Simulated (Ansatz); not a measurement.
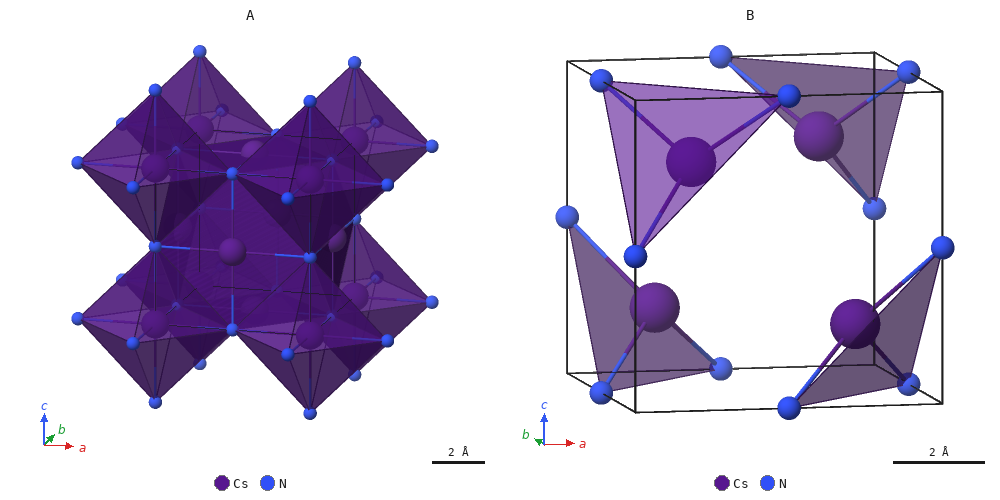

Two structures of Cs4N3, each relaxed to rest (conventional cells in solid outline, small ones repeated, not to one scale). Method: Ansatz, DFT PBE, scalar-relativistic, plane waves, PAW, with collinear spins.

**Give the type and space group of each.**

A: 7 atoms a cell on a primitive cubic lattice, Pm-3m. B: 7 atoms a cell on a primitive cubic lattice, P-43m.

**What is the energy order of the two?**

A is lower, by 53 meV/atom at this level of theory (energies at zero smearing). Volumes: A 35.1, B 48.2 Å³/atom.

One or both may be structure types tried for this composition rather than known phases.
